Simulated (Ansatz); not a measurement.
AlFH$_{2}$O$_{2}$···H$_{2}$

```xyz
8

Al   -0.0263    0.3114   -0.3579
H     0.0530   -0.3653    1.8721
O     1.3774   -0.5521   -0.8035
H     2.2556   -0.1439   -0.7798
O    -1.5181   -0.4699   -0.6383
H    -2.3641   -0.0120   -0.5251
F     0.0490    1.9245    0.1202
H     0.1008    0.4069    1.9081
```

The calculation used RKS PBE-D4/def2-SVP in Ansatz.

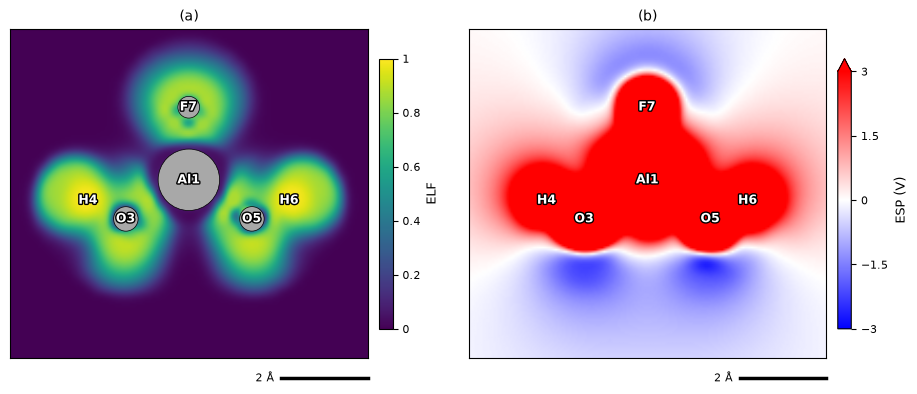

Figure 1. (a) ELF; (b) electrostatic potential on the plane of atoms O3, Al1 and O5. Grey discs cover the atomic cores in the ELF map.

### Read the bonding off the picture.

The plane passes through Al, O, H and F nuclei.
Al–F (1.68 Å): the ELF peaks at about 0.85 in the valence shell of F, 0.6 Å from its nucleus, and is about 0.25 at the midpoint.
Al–O (1.71 Å): the ELF peaks at about 0.90 in the valence shell of O, 0.6 Å from its nucleus, and is about 0.40 at the midpoint.
O–H (0.97 Å): the ELF climbs to about 1 towards the hydrogen, as it does in any bond to H: a covalent bond by its length.
The ELF also peaks beside O3, O5 and F7, away from the bonds: lone-pair regions.
Outside the dense part of the complex the potential is most negative (−2.5 V) near O3 and O5.

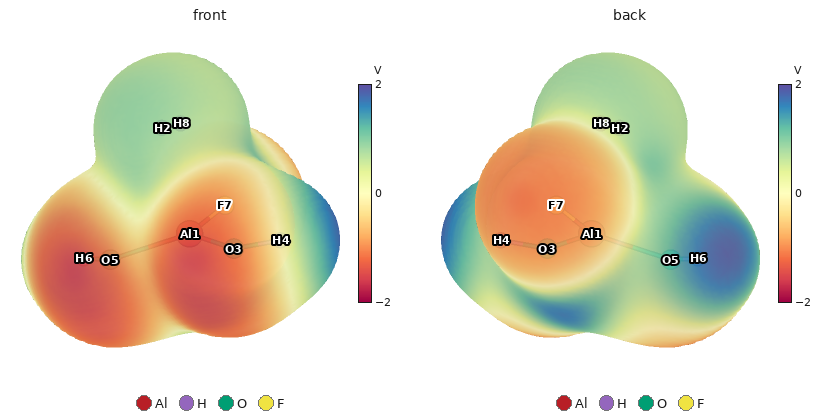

Figure 2. The molecular electrostatic potential painted on the density surface at 0.001 e/bohr³, seen from the front and from behind; red is negative and blue positive.

### Which sites attract a positive test charge, and which a negative one?

A positive charge is drawn to the negative regions and a negative charge to the positive ones. The most negative region (about −1.5 V) lies over O3 and O5, the most positive (about +1.8 V) over H4 and H6.

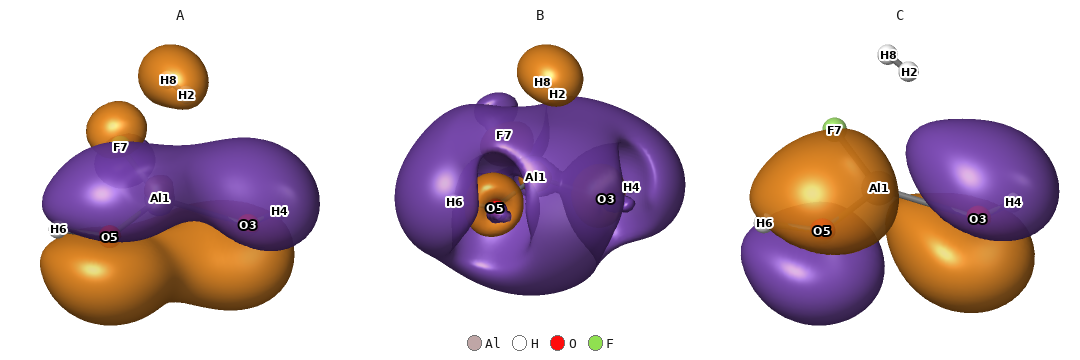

Figure 3. Three frontier orbitals at ±0.06 Å⁻³ᐟ² (orange and purple are the two phases), in no order.

### Which picture is the HOMO−1, the HOMO and the LUMO?

A is the HOMO−1 (−7.37 eV). It lies mainly on O3 (about 40 %), O5 (about 40 %) and Al1 (about 15 %); largely a combination of lone pairs on O3 and O5. C is the HOMO (−6.89 eV). It lies mainly on O3 (about 45 %) and O5 (about 45 %); largely a combination of lone pairs on O3 and O5. B is the LUMO (−0.86 eV). Its weight (Hirshfeld) is mainly on Al1 (about 50 %), O3 (about 10 %), O5 (about 10 %), F7 (about 10 %), H4 (about 5 %) and H6 (about 5 %).

### What is the HOMO–LUMO gap?

6.03 eV between the orbital energies.

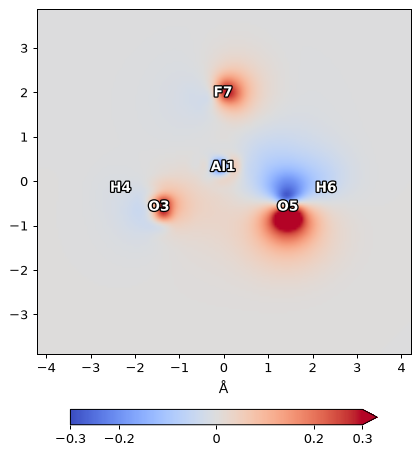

Figure 4. The HOMO−1 on the plane of atoms O3, Al1 and O5 (values in Å⁻³ᐟ²; the overall sign is arbitrary).

### What is the character of this orbital?

By Hirshfeld shares it lies mainly on O3 (about 40 %), O5 (about 40 %) and Al1 (about 15 %); largely a combination of lone pairs on O3 and O5. Its energy is −7.37 eV.
